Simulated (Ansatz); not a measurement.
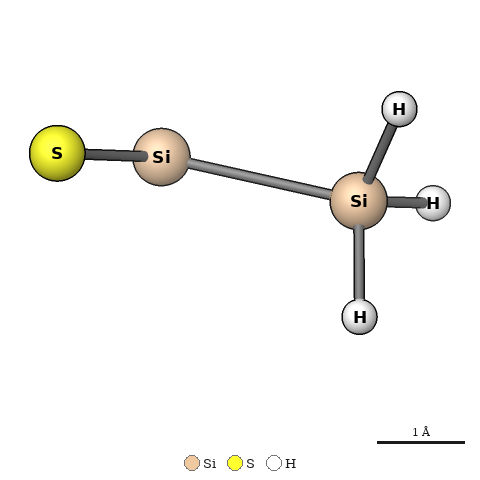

The picture shows a molecular structure as a ball-and-stick model.

Charge 0, doublet. The computed structure is the end point of a PBE0-D4/def2-TZVP optimisation. No frequency run is at hand to confirm it as a minimum.

**What is the molecular formula?**

H₃SSi₂, 6 atoms: 3 hydrogen, 1 sulfur and 2 silicon.

**Count the bonded pairs by element.**

3 Si–H, 1 Si–Si, 1 S–Si. Sticks follow a distance rule.

More results for the same structure follow; atom numbers are the same in all pictures, views and colours differ.

**Geometry**

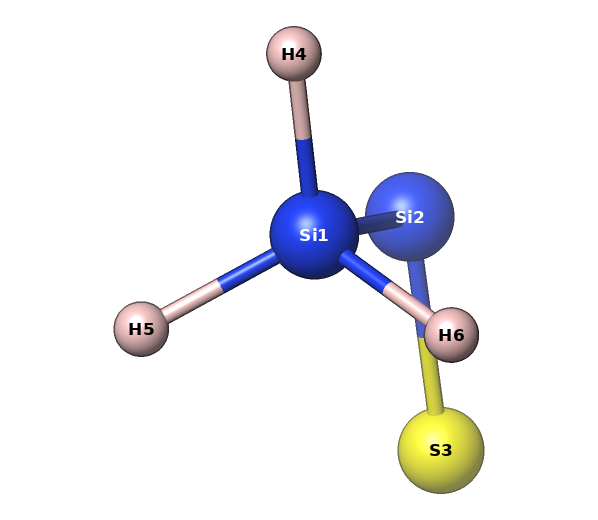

Si2 lies behind Si1. The molecule seen a little off the Si1–Si2 bond, Si1 in front. Distant atoms are faded towards the background colour. No frequency run is at hand to confirm it as a minimum.

**What is the torsion angle H4–Si1–Si2–S3? The sign is positive where the front bond must turn clockwise to cover the back bond.**

180°, antiperiplanar (anti).

**Charges**

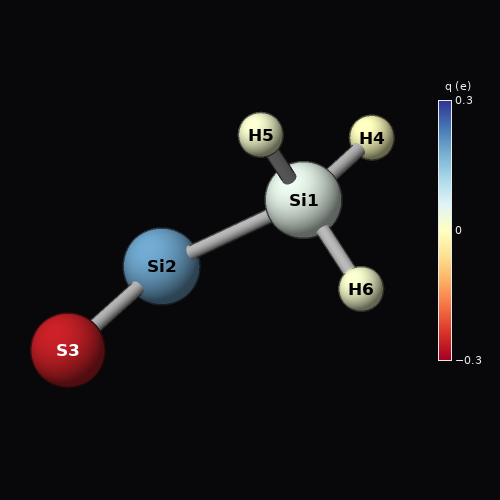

Atoms are coloured by their Mulliken charges. No frequency run is at hand to confirm it as a minimum. Level of theory: UKS PBE0-D4/def2-TZVP (Ansatz 0.2.0).

**Which atom carries the highest charge (most positive or least negative)?**

Si2 (0.19 e).

**And the lowest?**

S3 (−0.26 e).

List the Mulliken charges.

```
atom  value (e)
 Si1       0.05
 Si2       0.19
  S3      −0.26
  H4       0.00
  H5       0.01
  H6       0.01
```

**Electronic properties**

No frequency run is at hand to confirm it as a minimum. Properties computed with UHF-CCSD(T), frozen core/def2-TZVPP (Ansatz 0.2.0).

**Estimate the ⟨S²⟩ of the determinant.**

0.782.

**Estimate the T1 diagnostic.**

0.025.

**Dipole moment**

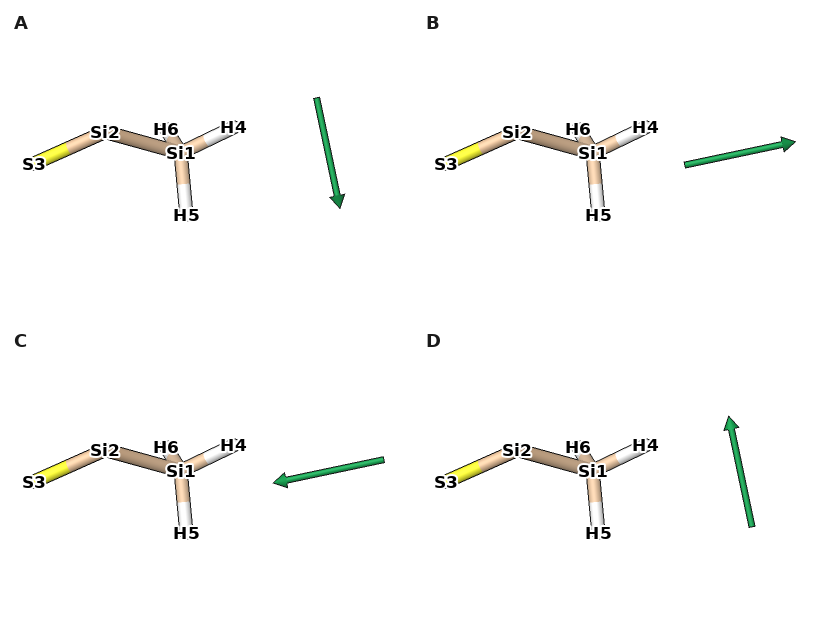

The same molecule four times, each with an arrow. No frequency run is at hand to confirm it as a minimum. Properties computed with UKS PBE0-D4/def2-TZVP (Ansatz 0.2.0).

**Which arrow points along the dipole moment, from the negative to the positive end?**

B. The dipole moment is 2.47 D; it points from the side of S3 to the side of H4 (the outermost atoms at the two ends).

Mulliken values depend strongly on the basis set and can even reverse the polarity of a bond.
